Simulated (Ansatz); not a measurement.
## Electronic structure of ClF4H5OSi2 in real space

Input file:

```
crystal:
  periodic: [false, false, false]
  atoms:
    - {symbol: Si, position_ang: [-0.416452, 0.359599, 1.321975]}
    - {symbol: O, position_ang: [0.070591, -0.064579, -0.254072]}
    - {symbol: Si, position_ang: [-0.929271, 0.173951, -1.638062]}
    - {symbol: F, position_ang: [-1.836406, 0.906147, 0.778631]}
    - {symbol: F, position_ang: [0.125592, 1.704798, 1.928979]}
    - {symbol: F, position_ang: [-0.959866, -0.775200, 2.265205]}
    - {symbol: H, position_ang: [2.245187, -0.883266, 0.601376]}
    - {symbol: Cl, position_ang: [1.804711, -0.519782, 2.028355]}
    - {symbol: H, position_ang: [1.117016, -0.538238, -0.481947]}
    - {symbol: F, position_ang: [2.180085, -0.996144, -0.537858]}
    - {symbol: H, position_ang: [-1.185143, 1.615132, -1.804382]}
    - {symbol: H, position_ang: [-0.063341, -0.348969, -2.717517]}
    - {symbol: H, position_ang: [-2.152702, -0.633548, -1.490784]}
basis:
  gaussian: {orbitals: def2-TZVPP}
hamiltonian: {xc: pbe0, dispersion: d4}
output: {orbitals: {seedname: orbitals}}
```

Launched as:

```sh
ansatz run in.yaml --threads 4 --pin off --events-out ev --progress --plain --max-ram 46080MiB --backend cuda --devices 0, --max-vram 37GiB
```

A transition-state structure; geometry: PBE0-D4/def2-TZVP.

Theory: RKS PBE0-D4/def2-TZVPP in Ansatz.

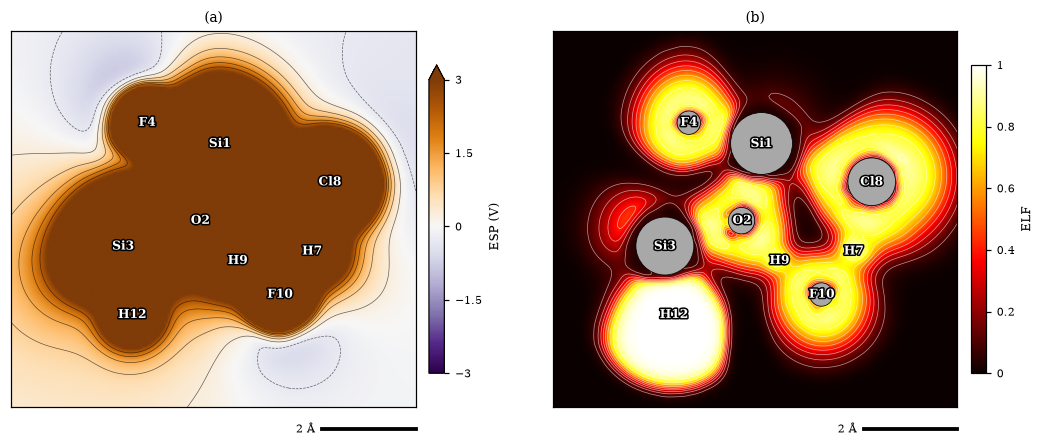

Figure 1. (a) molecular electrostatic potential; (b) ELF on the plane of atoms Si1, O2 and Si3. Grey discs cover the atomic cores in the ELF map.

Interpret the plot.

The section cuts through Si, O, F, H and Cl sites.
F10···H7 (1.15 Å): the ELF peaks at about 0.85 between the atoms.
Si–O (1.70 Å): the ELF peaks at about 0.90 between the atoms, as expected for a polar covalent bond.
O–H (1.17 Å): the ELF peaks at about 0.90 between the atoms.
Si–F (1.62 Å): the ELF peaks at about 0.85 in the valence shell of F, 0.6 Å from its nucleus, and is about 0.50 at the midpoint.
Si–H (1.48 Å): the ELF climbs to about 1 towards the hydrogen, as it does in any bond to H.
The ELF also peaks beside F10, Cl8 and F4, away from the bonds: lone-pair regions.
Outside the dense part of the molecule the potential is most negative (−0.8 V) near F4.

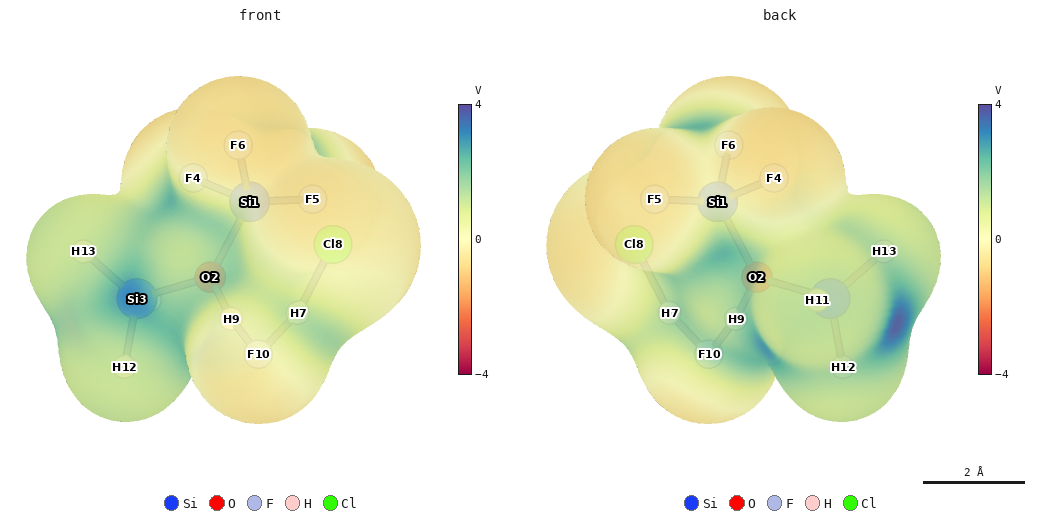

Figure 2. The molecular electrostatic potential painted on the density surface at 0.004 e/bohr³, seen from the front and from behind; red is negative and blue positive.

Describe the electrostatic potential map.

The most negative region (about −0.8 V) lies over F4, F5 and F6, the most positive (about +3.4 V) over Si3. Cl8 shows a σ-hole: about +0.1 V at the tip opposite its bond, against about −0.4 V on its flanks.

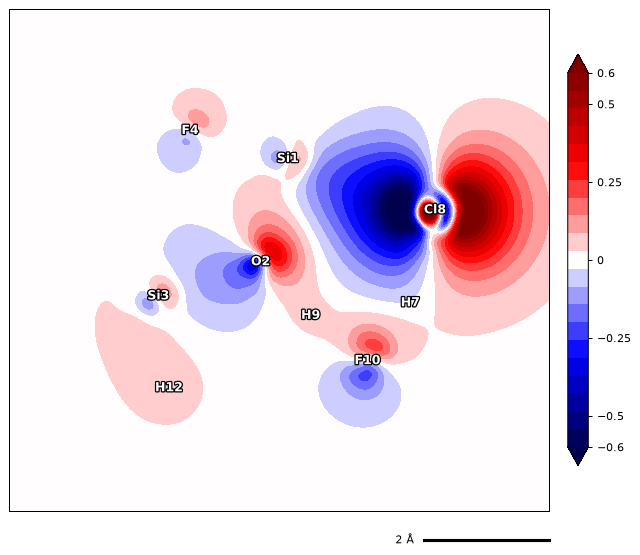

Figure 3. The HOMO−1 on the plane of atoms Si1, O2 and Si3 (values in Å⁻³ᐟ²; the overall sign is arbitrary).

Describe this orbital and give its energy.

By Hirshfeld shares it lies mainly on Cl8 (about 75 %); largely a lone pair of Cl8. Its energy is −9.81 eV.

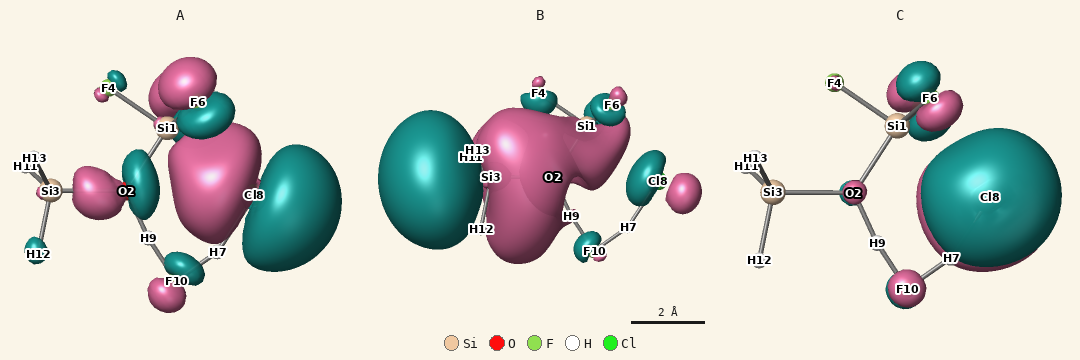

Figure 4. Three frontier orbitals at ±0.06 Å⁻³ᐟ² (teal and pink are the two phases), in no order.

Order the three orbitals by energy and name them.

A is the HOMO−1 (−9.81 eV). By Hirshfeld shares it lies mainly on Cl8 (about 75 %); largely a lone pair of Cl8. C is the HOMO (−9.13 eV). By Hirshfeld shares it lies mainly on Cl8 (about 90 %); largely a lone pair of Cl8. B is the LUMO (−0.96 eV). By Hirshfeld shares it lies mainly on Si3 (about 50 %), Si1 (about 10 %), O2 (about 10 %), H11 (about 5 %), H13 (about 5 %) and H12 (about 5 %).

What is the HOMO–LUMO gap?

8.17 eV between the orbital energies.
